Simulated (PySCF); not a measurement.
# C$_{5}$H$_{15}$NP$_{2}$Si: NMR shielding calculation

The run: NMR shielding calculation of C$_{5}$H$_{15}$NP$_{2}$Si, SMILES CP1(=N)CCP([SiH3])CC1. Method and program: GIAO PBE0/pcSseg-1 NMR shielding, non-relativistic, gas phase (PySCF 2.14.0).

The geometry comes from this level: GFN2-xTB. Figures and captions count atoms from 1; the log counts them from 0 in places.

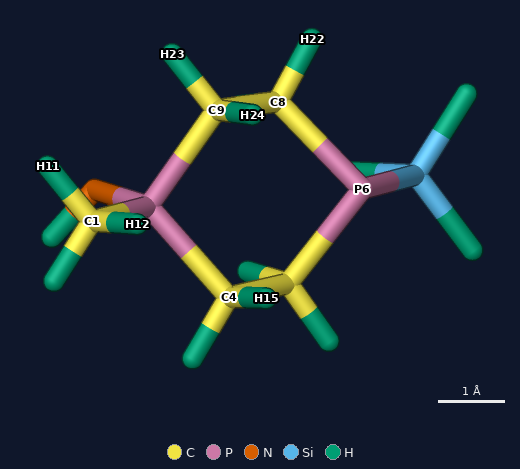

*The structure (stick view, seen at a tilt; atoms are numbered from 1 in the order of the input).*

Bond lengths as drawn: C–C 1.52 Å, C–H 1.09 to 1.10 Å, C–P 1.82 to 1.86 Å, H–N 1.01 Å, H–Si 1.46 to 1.47 Å, N–P 1.56 Å and P–Si 2.24 Å.

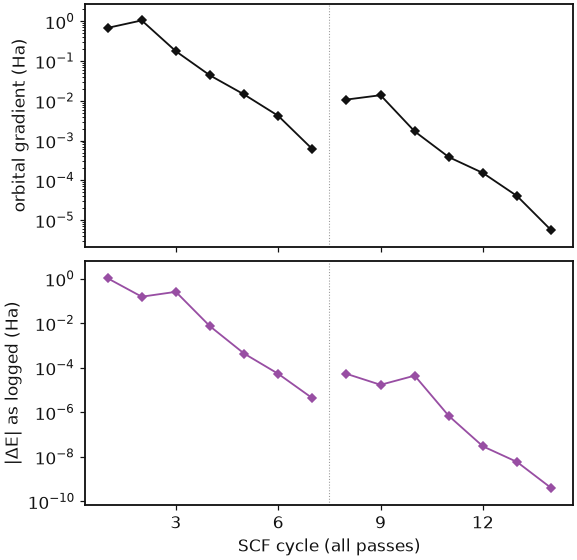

*Convergence of the self-consistent field: orbital gradient and size of the energy change against the SCF cycle. The dotted line marks the change from a coarse to the final integration grid.*

The first 7 cycles use a coarse grid, the final grid takes over at cycle 8, and the field converges after 14 cycles in all.

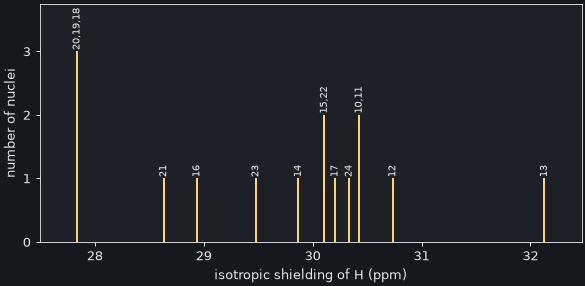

*Isotropic shieldings of the hydrogen nuclei in this fixed geometry, labelled by atom number; shielding grows to the right, so chemical shift grows to the left.*

The least shielded is H20 (27.8 ppm), the most shielded H13 (32.1 ppm).

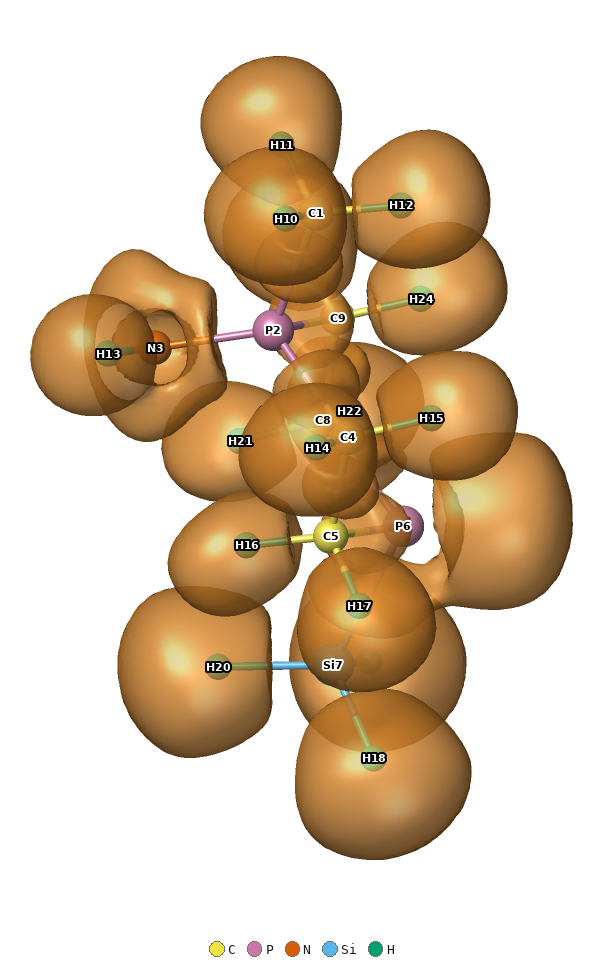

*Isosurface of the electron localisation function at 0.75 (orange), seen at an oblique angle. Core shells and regions of very low density are left out.*

Values along the shortest contacts:

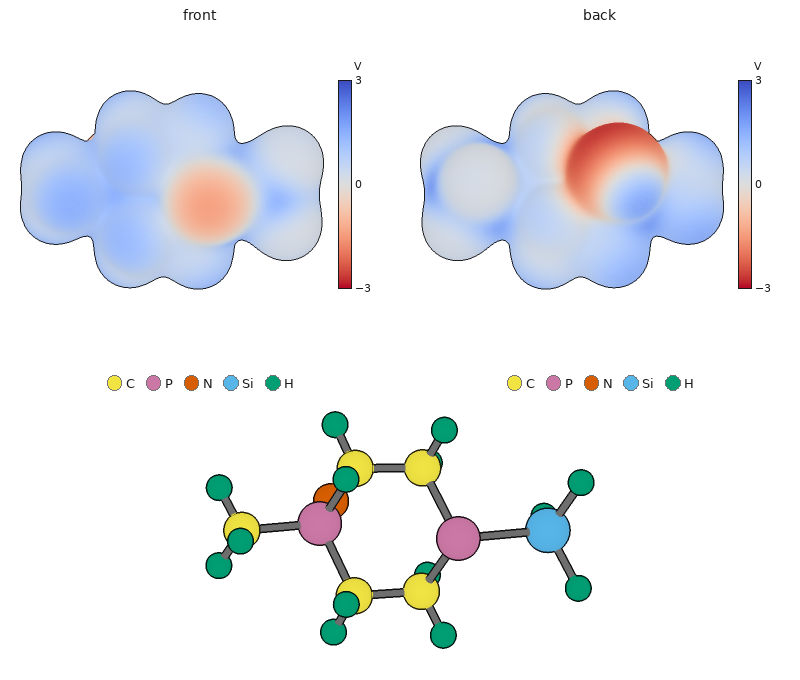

*The electrostatic potential painted on the density surface at 0.004 e/bohr³, seen at a tilt and from behind; the colour scale runs from red (negative) to blue (positive). The bare structure is drawn below in the same view.*

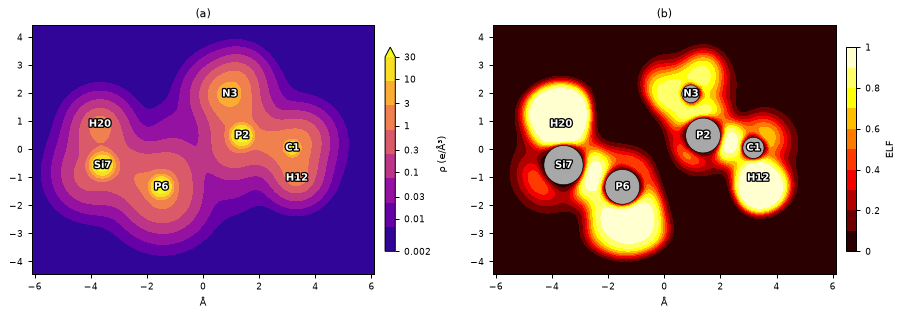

*(a) electron density; (b) electron localisation function on the plane of atoms P2, C1 and H12. Grey discs, where drawn, cover atomic cores.*

Atoms in the plane: C, P, N, Si and H. P–N (1.56 Å): ρ at the midpoint is about 1.7 e/Å³; the ELF peaks at about 0.85 between the atoms, which marks a polar covalent bond. C–P (1.85 Å): ρ is about 1.2 e/Å³ halfway; the ELF peaks at about 0.95 between the atoms, which marks a covalent bond.

The input and output of the run follow.

Input
```
{"job": {"kind": "nmr", "xc": "PBE0", "basis": "pcSseg-1"}, "charge": 0, "multiplicity": 1}
C     -3.178264     0.249199     0.072073
P     -1.469347    -0.073141    -0.552382
N     -1.254054    -0.539077    -2.021471
C     -0.727727    -1.086689     0.815687
C      0.752852    -1.242897     0.498112
P      1.643954     0.372051     0.761739
Si     3.600543    -0.156727    -0.182463
C      0.872044     1.309230    -0.650066
C     -0.613633     1.528227    -0.396717
H     -3.728346    -0.692162     0.082642
H     -3.661604     0.926284    -0.632039
H     -3.181226     0.683248     1.068322
H     -1.703713    -1.408341    -2.272394
H     -1.229093    -2.061713     0.824884
H     -0.875383    -0.608501     1.786082
H      0.863439    -1.562144    -0.544765
H      1.217342    -1.991363     1.148192
H      4.246533    -1.124904     0.703227
H      4.388721     1.071754    -0.260023
H      3.473172    -0.740971    -1.520314
H      0.989440     0.756546    -1.586608
H      1.394947     2.267421    -0.734967
H     -1.041549     2.186682    -1.159077
H     -0.790783     1.957753     0.593348
```

The first line tells a small driver script what to run in PySCF; the rest is the geometry in Å.

Launch command:
```bash
OMP_NUM_THREADS=1 python <driver script> task.json out
```

Output
```
coarse grid: 20664 points
cycle   1  E = -1225.5847148178  dE =  1.036e+00  |g| = 6.773e-01  |ddm| = 4.494e+00
cycle   2  E = -1225.4312063826  dE =  1.535e-01  |g| = 1.044e+00  |ddm| = 2.433e+00
cycle   3  E = -1225.6853491122  dE = -2.541e-01  |g| = 1.756e-01  |ddm| = 1.844e+00
cycle   4  E = -1225.6925765459  dE = -7.227e-03  |g| = 4.337e-02  |ddm| = 2.379e-01
cycle   5  E = -1225.6930053024  dE = -4.288e-04  |g| = 1.439e-02  |ddm| = 6.439e-02
cycle   6  E = -1225.6930580675  dE = -5.277e-05  |g| = 4.182e-03  |ddm| = 2.333e-02
cycle   7  E = -1225.6930623112  dE = -4.244e-06  |g| = 6.105e-04  |ddm| = 4.444e-03
final grid: 183392 points
cycle   8  E = -1225.7464360861  dE = -5.262e-05  |g| = 1.070e-02  |ddm| = 4.936e-02
cycle   9  E = -1225.7464192081  dE =  1.688e-05  |g| = 1.378e-02  |ddm| = 2.287e-02
cycle  10  E = -1225.7464627917  dE = -4.358e-05  |g| = 1.695e-03  |ddm| = 1.514e-02
cycle  11  E = -1225.7464634673  dE = -6.756e-07  |g| = 3.834e-04  |ddm| = 2.451e-03
cycle  12  E = -1225.7464634964  dE = -2.906e-08  |g| = 1.531e-04  |ddm| = 6.591e-04
cycle  13  E = -1225.7464635021  dE = -5.776e-09  |g| = 4.037e-05  |ddm| = 2.185e-04
cycle  14  E = -1225.7464635025  dE = -3.906e-10  |g| = 5.590e-06  |ddm| = 5.542e-05
converged SCF energy = -1225.7464635025

GIAO shielding tensors (ppm)
atom      isotropic    diamagn.    paramagn.     s11        s22        s33       span
  0 C      163.092     255.398     -92.307    143.547    155.028    190.701     47.154
  1 P      331.865     965.342    -633.477    255.071    265.577    474.947    219.876
  2 N      232.065     319.673     -87.607    167.896    257.152    271.148    103.252
  3 C      150.357     257.522    -107.166    141.469    147.801    161.800     20.331
  4 C      167.874     254.862     -86.988    160.496    165.640    177.487     16.991
  5 P      449.114     968.022    -518.908    405.178    441.424    500.740     95.562
  6 Si     423.529     880.755    -457.226    374.946    421.905    473.736     98.790
  7 C      167.338     254.167     -86.829    160.594    165.334    176.085     15.491
  8 C      153.756     255.872    -102.116    145.144    152.298    163.827     18.683
  9 H       30.419      29.417       1.002     26.935     28.205     36.118      9.183
 10 H       30.433      28.762       1.672     26.704     28.000     36.597      9.892
 11 H       30.735      31.384      -0.649     26.519     29.055     36.632     10.113
 12 H       32.127      31.933       0.194     25.190     28.015     43.176     17.987
 13 H       29.868      32.984      -3.116     25.040     28.307     36.258     11.217
 14 H       30.099      33.831      -3.732     26.791     29.282     34.224      7.433
 15 H       28.936      33.801      -4.865     25.087     29.171     32.551      7.464
 16 H       30.204      32.610      -2.406     23.486     28.834     38.292     14.806
 17 H       27.864      29.266      -1.402     24.154     25.489     33.948      9.794
 18 H       27.841      29.166      -1.326     24.113     25.374     34.035      9.923
 19 H       27.801      29.237      -1.435     23.872     26.724     32.808      8.936
 20 H       28.631      33.192      -4.561     24.348     29.228     32.319      7.971
 21 H       30.114      31.940      -1.826     23.513     28.557     38.272     14.759
 22 H       29.478      31.469      -1.991     24.760     27.557     36.116     11.356
 23 H       30.334      33.103      -2.769     26.807     29.396     34.799      7.992
```

Results in brief

- outcome: converged
- total energy: −1225.746464 hartree
- HOMO: −6.26 eV
- LUMO: 0.36 eV
- dipole moment: 2.45 D
- isotropic shielding, C: 150.4 to 167.9 ppm
- isotropic shielding, P: 331.9 to 449.1 ppm
- isotropic shielding, N: 232.1 ppm
- isotropic shielding, Si: 423.5 ppm
- isotropic shielding, H: 27.8 to 32.1 ppm
- hardware: 1 CPU thread, shared host
- wall time: 82 s
- peak memory: 1.1 GiB
